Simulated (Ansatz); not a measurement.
Geometry relaxation, with input and output: GeH₄SOF₂ (part 2 of 2)

Continued. System: GeH₄SOF₂. Method: RKS B3LYP/def2-SVP (Ansatz 0.2.0). The input holds or restrains some coordinates. It belongs to a series of runs on one base structure; here: pulled along the bonds that form and break, towards end A.

Geometry of the input (Å):
```
Ge 0.0000  0.0000  0.0000
H  0.0000  0.0000  1.9000
F  1.5842  0.0000  -0.5594
F  -0.7913  1.3709  -0.5594
O  -0.8337  -1.4443  -0.5894
H  -1.2883  -1.9100  0.1830
S  1.3309  -2.0210  0.8041
H  0.5459  -3.1743  0.6869
H  0.5372  -0.8157  1.9513
```

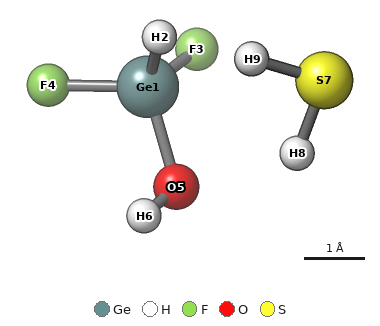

Figure 1. The geometry at step 12 of the log (ball-and-stick view, seen at a tilt; atoms are numbered from 1 in the order of the input).

Trajectory as extended XYZ, continued
```
9
Properties=species:S:1:pos:R:3:forces:R:3 step=3 energy=-74885.25871
Ge   -0.1159    0.1514    0.0475    2.7738  -5.6235   2.4533
H    -0.1266    0.1988    1.7308   -0.2087   0.5332  -1.8404
F     1.5529    0.0304   -0.5575   -1.3490   1.2561   0.0751
F    -0.8311    1.4445   -0.5948   -1.9835   3.7293  -1.9683
O    -0.8507   -1.4141   -0.5730   -0.5632   1.3415   0.7542
H    -1.2812   -1.8997    0.1671    0.2797   0.4842  -0.6493
S     1.4612   -2.1956    1.0223    0.1437   0.3765   1.9013
H     0.5418   -3.1676    0.7014   -0.0792   0.7170   0.6521
H     0.7345   -1.1425    1.8733    0.9863  -2.8142  -1.3780
9
Properties=species:S:1:pos:R:3:forces:R:3 step=4 energy=-74886.15841
Ge   -0.1652    0.2043    0.0595    2.5901  -4.7530   0.8536
H    -0.1510    0.2449    1.6387   -0.2015   0.4590  -0.8061
F     1.5117    0.0595   -0.5508   -1.6047   1.0023   0.3227
F    -0.8683    1.5121   -0.6353   -1.3415   2.4907  -1.3814
O    -0.8600   -1.3818   -0.5630   -0.1769   1.5147   0.5710
H    -1.2782   -1.8870    0.1584    0.0701   0.3115  -0.2922
S     1.5540   -2.3099    1.1501   -0.3735   0.0700   1.0427
H     0.5374   -3.1452    0.7198    0.3245   0.7726   0.5016
H     0.8046   -1.2914    1.8398    0.7134  -1.8679  -0.8120
9
Properties=species:S:1:pos:R:3:forces:R:3 step=5 energy=-74886.72950
Ge   -0.1745    0.1903    0.0326    1.3742  -2.1867   0.2282
H    -0.1266    0.2202    1.5828   -0.2287   0.4001  -0.3770
F     1.4738    0.1399   -0.5706   -0.9210   0.4834   0.1181
F    -0.8998    1.5506   -0.6534   -0.5547   0.9040  -0.4967
O    -0.9067   -1.3341   -0.5772   -0.0634   0.8528   0.2551
H    -1.2900   -1.8564    0.1453   -0.0304   0.1653  -0.1599
S     1.6292   -2.4188    1.2929   -1.0500   0.1472   0.4295
H     0.5510   -3.1053    0.7506    0.6742   0.5174   0.3728
H     0.8285   -1.3808    1.8139    0.7999  -1.2836  -0.3702
9
Properties=species:S:1:pos:R:3:forces:R:3 step=6 energy=-74886.96661
Ge   -0.1277    0.1313   -0.0043    0.3299  -0.2530  -0.2011
H    -0.0575    0.1567    1.5364   -0.0643   0.2187  -0.2936
F     1.4440    0.2203   -0.7471   -0.5574   0.0484   0.2045
F    -0.9355    1.5510   -0.5526   -0.0703   0.1121  -0.0702
O    -0.9843   -1.2735   -0.6683    0.1839   0.2801   0.1956
H    -1.3710   -1.8119    0.0369   -0.0817   0.0203  -0.0914
S     1.6605   -2.4550    1.4600   -0.9539   0.1227   0.0687
H     0.6107   -3.0716    0.7976    0.6026   0.4078   0.4039
H     0.8457   -1.4417    1.9584    0.6112  -0.9569  -0.2163
9
Properties=species:S:1:pos:R:3:forces:R:3 step=7 energy=-74887.00100
Ge   -0.1141    0.1102   -0.0180    0.1392   0.0972  -0.1428
H    -0.0069    0.1173    1.5199   -0.0816   0.1973  -0.3096
F     1.4229    0.2466   -0.8074   -0.3500  -0.0309   0.1514
F    -0.9477    1.5407   -0.5117   -0.0358   0.0659  -0.0142
O    -0.9905   -1.2597   -0.7092    0.1421   0.0437   0.2167
H    -1.4307   -1.7842   -0.0239   -0.0530   0.0412  -0.1289
S     1.6800   -2.4420    1.4919   -0.8990   0.1191   0.0923
H     0.6254   -3.0481    0.8401    0.5296   0.2911   0.3142
H     0.8464   -1.4751    2.0354    0.6085  -0.8245  -0.1791
9
Properties=species:S:1:pos:R:3:forces:R:3 step=8 energy=-74887.04316
Ge   -0.0986    0.1012   -0.0510    0.0109  -0.0711   0.4323
H     0.1055    0.0313    1.4759   -0.1951   0.3708  -0.3566
F     1.3949    0.2817   -0.8833   -0.0444  -0.0159  -0.1135
F    -0.9862    1.5263   -0.4567   -0.0929   0.0915  -0.0389
O    -0.9320   -1.2966   -0.7208   -0.1745  -0.2410   0.0933
H    -1.5850   -1.7158   -0.1311    0.2399   0.3035  -0.2299
S     1.6822   -2.4097    1.5237   -0.0644   0.3013   0.5242
H     0.6542   -2.9812    0.8730   -0.1704  -0.0553  -0.0995
H     0.8500   -1.5315    2.1874    0.4908  -0.6839  -0.2115
9
Properties=species:S:1:pos:R:3:forces:R:3 step=9 energy=-74887.05467
Ge   -0.0829    0.0630   -0.0266    0.3078   0.4131  -0.0702
H     0.1834    0.0432    1.4919   -0.2289   0.2789  -0.4058
F     1.3472    0.3016   -0.9550    0.0192  -0.0333   0.0688
F    -1.0521    1.4447   -0.4189   -0.0949   0.0234   0.0969
O    -0.8580   -1.3511   -0.7259    0.8831   0.1857  -0.3678
H    -1.6238   -1.5750   -0.2178   -1.1228  -0.4337   0.4729
S     1.6750   -2.4424    1.5800   -0.2104   0.2720   0.4252
H     0.6429   -2.9372    0.8641   -0.0493  -0.0094  -0.0477
H     0.8533   -1.5413    2.2253    0.4961  -0.6967  -0.1723
9
Properties=species:S:1:pos:R:3:forces:R:3 step=10 energy=-74886.92255 accepted=F
Ge   -0.0531    0.0477   -0.0234    0.2610   0.5452  -0.0830
H     0.2623    0.0357    1.4896   -0.2175   0.3308  -0.4998
F     1.3291    0.3288   -1.0160    0.0092   0.0068   0.1620
F    -1.1097    1.3879   -0.3831    0.0615  -0.2379   0.1460
O    -0.7675   -1.4178   -0.6928   -3.3626  -0.2467   1.4206
H    -1.7562   -1.4752   -0.3169    3.0266   0.0340  -1.3444
S     1.6729   -2.4553    1.6189   -0.1225   0.2901   0.4891
H     0.6495   -2.8810    0.8546   -0.1350  -0.0427  -0.1115
H     0.8576   -1.5653    2.2863    0.4794  -0.6796  -0.1789
9
Properties=species:S:1:pos:R:3:forces:R:3 step=11 energy=-74887.09877
Ge   -0.0432    0.0561   -0.0301   -0.2364   0.1889   0.1516
H     0.2240    0.0589    1.4876   -0.1138   0.2902  -0.4175
F     1.3691    0.3082   -0.9775   -0.0080  -0.0366   0.0108
F    -1.0890    1.3958   -0.3885    0.0473  -0.0302   0.0128
O    -0.8252   -1.3951   -0.6679   -0.1275  -0.0622   0.2430
H    -1.6966   -1.5548   -0.2633    0.2220   0.0848  -0.2012
S     1.6585   -2.4631    1.6153   -0.3678   0.2255   0.2836
H     0.6437   -2.8605    0.8054    0.0948   0.0337   0.0580
H     0.8434   -1.5400    2.2361    0.4894  -0.6942  -0.1411
9
Properties=species:S:1:pos:R:3:forces:R:3 step=12 energy=-74887.10638
Ge   -0.0399    0.0630   -0.0220   -0.1871   0.1469   0.1681
H     0.2361    0.0831    1.4939   -0.1154   0.3094  -0.4090
F     1.3707    0.3120   -0.9731   -0.0160  -0.0181   0.0067
F    -1.1047    1.3827   -0.3996    0.0536  -0.0541   0.0147
O    -0.7976   -1.4155   -0.6262   -0.2044  -0.0271   0.2078
H    -1.6937   -1.5463   -0.2668    0.2484   0.0749  -0.2000
S     1.6442   -2.4754    1.6098   -0.3539   0.2440   0.2915
H     0.6361   -2.8607    0.7862    0.0892   0.0377   0.0588
H     0.8338   -1.5374    2.2149    0.4857  -0.7135  -0.1386
9
Properties=species:S:1:pos:R:3:forces:R:3 step=13 energy=-74887.09965 accepted=F
Ge   -0.0412    0.0444   -0.0020   -0.1295   0.1427   0.2115
H     0.2606    0.1005    1.5087   -0.1401   0.2821  -0.4254
F     1.3668    0.2787   -0.9606    0.0057   0.0134  -0.0223
F    -1.1217    1.3476   -0.3949    0.0424  -0.0884   0.0002
O    -0.7888   -1.4572   -0.5673   -1.4440   0.0452   0.4010
H    -1.7709   -1.4771   -0.3697    1.4689   0.0436  -0.3814
S     1.6568   -2.4863    1.6279   -0.3724   0.2902   0.2546
H     0.6662   -2.8175    0.7591    0.0804   0.0106   0.0913
H     0.8571   -1.5275    2.2160    0.4887  -0.7396  -0.1293
9
Properties=species:S:1:pos:R:3:forces:R:3 step=14 energy=-74887.11893
Ge   -0.0386    0.0583   -0.0130   -0.1136   0.1194   0.1923
H     0.2629    0.0927    1.4975   -0.1330   0.3065  -0.4119
F     1.3620    0.3132   -0.9774   -0.0029  -0.0052  -0.0036
F    -1.1242    1.3593   -0.3903    0.0198  -0.0311   0.0059
O    -0.7835   -1.4343   -0.5965   -0.2004  -0.0092   0.1591
H    -1.7157   -1.5143   -0.3286    0.2131   0.0516  -0.1569
S     1.6432   -2.4844    1.6140   -0.3062   0.2741   0.3203
H     0.6294   -2.8529    0.7930    0.0466   0.0188   0.0323
H     0.8492   -1.5320    2.2185    0.4766  -0.7250  -0.1375
9
Properties=species:S:1:pos:R:3:forces:R:3 step=15 energy=-74887.12969
Ge   -0.0378    0.0545   -0.0054   -0.0784   0.0972   0.2053
H     0.2848    0.0978    1.5006   -0.1472   0.3085  -0.4206
F     1.3542    0.3153   -0.9815    0.0003   0.0082  -0.0075
F    -1.1426    1.3390   -0.3820    0.0122  -0.0191   0.0059
O    -0.7782   -1.4463   -0.5714   -0.2337  -0.0088   0.1391
H    -1.7345   -1.4807   -0.3930    0.2353   0.0428  -0.1359
S     1.6490   -2.4886    1.6158   -0.2916   0.2914   0.3276
H     0.6230   -2.8575    0.8112    0.0309   0.0101   0.0218
H     0.8671   -1.5278    2.2228    0.4722  -0.7303  -0.1359
9
Properties=species:S:1:pos:R:3:forces:R:3 step=16 energy=-74887.14534
Ge   -0.0386    0.0470    0.0060    0.0014   0.0982   0.2134
H     0.3177    0.1075    1.5035   -0.1731   0.2920  -0.4260
F     1.3390    0.3233   -0.9886   -0.0065   0.0172  -0.0105
F    -1.1683    1.3112   -0.3653   -0.0055  -0.0167  -0.0014
O    -0.7748   -1.4650   -0.5334   -0.3934   0.0170   0.1197
H    -1.7496   -1.4351   -0.4947    0.3720   0.0163  -0.1069
S     1.6544   -2.4977    1.6168   -0.2613   0.3199   0.3375
H     0.6054   -2.8681    0.8449    0.0077   0.0024   0.0128
H     0.8997   -1.5176    2.2278    0.4586  -0.7465  -0.1387
9
Properties=species:S:1:pos:R:3:forces:R:3 step=17 energy=-74887.16977
Ge   -0.0191    0.0423    0.0134   -0.0032   0.1364   0.1345
H     0.4149    0.1191    1.4895   -0.1826   0.2821  -0.4728
F     1.2893    0.3923   -1.0586   -0.0737  -0.0302   0.0750
F    -1.2280    1.2481   -0.3124    0.0378  -0.0154   0.0162
O    -0.7629   -1.4860   -0.4718   -0.3452   0.0797   0.0665
H    -1.7164   -1.3701   -0.6468    0.3708  -0.0297  -0.0290
S     1.6364   -2.5203    1.6378   -0.2399   0.3410   0.3326
H     0.5573   -2.9016    0.9147    0.0004   0.0040   0.0106
H     0.9132   -1.5182    2.2513    0.4357  -0.7679  -0.1336
9
Properties=species:S:1:pos:R:3:forces:R:3 step=18 energy=-74887.17796
Ge   -0.0584    0.0450    0.0294    0.3361   0.1096   0.7100
H     0.3628    0.1189    1.5063   -0.1412   0.3464  -0.4130
F     1.2722    0.3335   -1.0302   -0.0725   0.0842  -0.0860
F    -1.2374    1.2732   -0.3097    0.0215  -0.0558  -0.1422
O    -0.8131   -1.5031   -0.3317   -0.4213   0.2161  -0.2792
H    -1.6330   -1.3150   -0.8201    0.0461  -0.2899  -0.0141
S     1.6675   -2.5169    1.5744   -0.2122   0.3380   0.3542
H     0.5233   -2.9380    0.9860    0.0287   0.0048   0.0151
H     1.0010   -1.4920    2.2126    0.4148  -0.7533  -0.1447
9
Properties=species:S:1:pos:R:3:forces:R:3 step=19 energy=-74887.19711
Ge   -0.0793    0.0416    0.0790    0.0524  -0.1566   0.1871
H     0.4543    0.1172    1.5277   -0.3652   0.2373  -0.5701
F     1.1591    0.3311   -1.0833    0.2010   0.0303  -0.0785
F    -1.2102    1.3039   -0.2721   -0.1526   0.0777   0.0634
O    -0.8866   -1.4866   -0.3137   -0.2047   0.3071  -0.0650
H    -1.5665   -1.3609   -1.0030    0.2595  -0.0633   0.2511
S     1.6718   -2.5215    1.5922   -0.2085   0.3414   0.3692
H     0.5091   -2.9168    1.0227    0.0101  -0.0039   0.0006
H     1.0332   -1.5023    2.2675    0.4080  -0.7700  -0.1577
9
Properties=species:S:1:pos:R:3:forces:R:3 step=20 energy=-74887.21451
Ge   -0.0972    0.0390    0.0832    0.0357   0.2228   0.2186
H     0.3921    0.1055    1.5383   -0.2377   0.2512  -0.4448
F     1.1774    0.2633   -1.0662   -0.0736  -0.0037   0.0407
F    -1.1907    1.3437   -0.2653    0.0611  -0.0545  -0.0096
O    -0.9719   -1.4559   -0.2406    0.1262   0.0668   0.1345
H    -1.5008   -1.3957   -1.0457   -0.1253  -0.0489  -0.1525
S     1.6881   -2.5174    1.5726   -0.1846   0.3524   0.3721
H     0.5234   -2.8869    0.9907   -0.0048  -0.0085   0.0161
H     1.0646   -1.4899    2.2502    0.4030  -0.7777  -0.1752
9
Properties=species:S:1:pos:R:3:forces:R:3 step=21 energy=-74887.21604
Ge   -0.1058    0.0457    0.0865    0.0495   0.1263   0.2509
H     0.3774    0.0901    1.5463   -0.2568   0.2767  -0.4684
F     1.1711    0.2667   -1.0574   -0.0038   0.0154  -0.0012
F    -1.1845    1.3570   -0.2674    0.0027   0.0125   0.0006
O    -0.9786   -1.4464   -0.2447   -0.0331   0.0091  -0.0185
H    -1.4844   -1.4158   -1.0706    0.0133  -0.0128   0.0281
S     1.6934   -2.5177    1.5449   -0.2166   0.3496   0.3896
H     0.4951   -2.8860    1.0335    0.0257  -0.0285  -0.0108
H     1.1013   -1.4881    2.2460    0.4191  -0.7483  -0.1704
```
